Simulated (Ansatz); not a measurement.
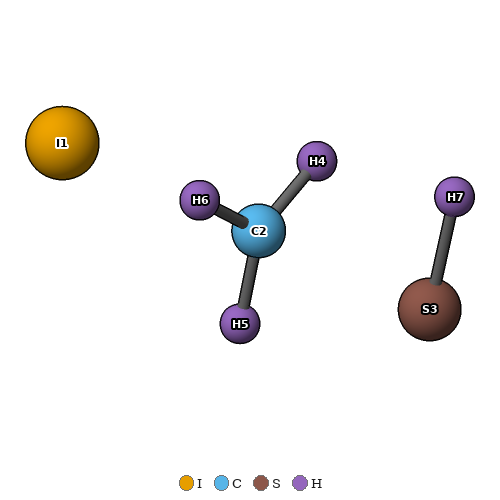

The system is the reacting system CH4IS (fragments CH₃I + HS where the first distance is long, I + CH₄S where the second is long), charge −1; the picture shows the reference structure. First axis: distance C2–S3 (bond that forms). Second axis: distance I1–C2 (bond that breaks). Relaxed at each point: all other coordinates. The grid has 8 × 8 points. Points are written as (first, second). Energies are in eV, from the lowest grid point. Energies and slopes of some neighbouring points disagree (a jump in structure or state, or too coarse a mesh). The reference is spin-restricted, so regions where a bond is pulled apart into radicals lie too high. All numbers below come from RHF/def2-SVPD in Ansatz.

Its coordinates:

```yaml
atoms:
  - { symbol: I, position_ang: [-2.0009, -0.5028, 2.1111] }
  - { symbol: C, position_ang: [-0.0827, -0.1436, 0.2808] }
  - { symbol: S, position_ang: [1.6053, 0.1596, -1.3042] }
  - { symbol: H, position_ang: [-0.7628, -0.6174, -0.3933] }
  - { symbol: H, position_ang: [0.5269, -0.7508, 0.9168] }
  - { symbol: H, position_ang: [-0.1903, 0.8956, 0.5045] }
  - { symbol: H, position_ang: [0.9045, 0.9594, -2.1155] }
```

Range: distance C2–S3 (bond that forms) from 1.629 to 2.829 Å; distance I1–C2 (bond that breaks) from 1.935 to 3.435 Å.

Question: Predict the map.

Answer: The lowest grid point is at (1.880 Å, 3.435 Å). It lies in a valley that leaves the map towards separated partners. The highest grid point, (1.629 Å, 1.935 Å), lies 10.05 eV above the lowest.

```csv
"second ↓, first →",1.629,1.734,1.880,2.045,2.225,2.417,2.619,2.829
3.435,0.55,0.10,0.00,0.26,0.69,1.18,1.63,2.04
3.172,0.78,0.31,0.19,0.40,0.79,1.21,1.60,1.94
2.920,1.24,0.74,0.56,0.71,1.01,1.32,1.60,1.84
2.680,2.06,1.51,1.24,1.27,1.41,1.55,1.67,1.76
2.455,3.41,2.77,2.34,2.15,2.03,1.90,1.77,1.70
2.248,5.39,4.59,3.89,3.34,2.82,2.33,1.93,1.70
2.067,7.86,6.83,5.75,4.70,3.53,2.67,2.14,1.84
1.935,10.05,8.85,7.51,5.64,4.22,3.25,2.65,2.32
```

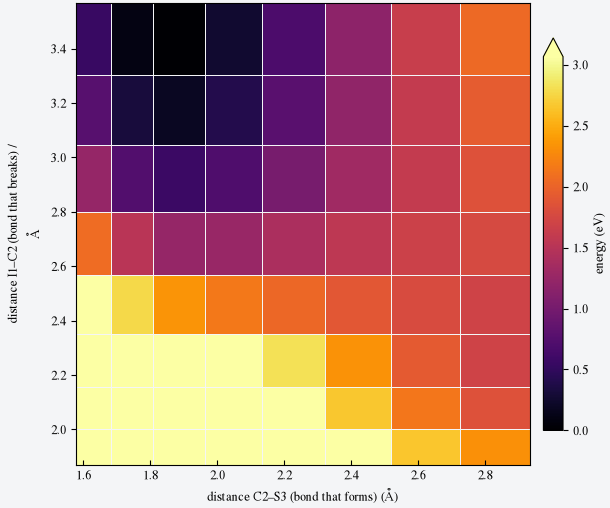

In the figure: one coloured cell a grid point, one colour for all values above the top of the scale.

Time for the 64 points that were run: 21 min on 1 thread of Arm Neoverse V2, with other jobs on the host.
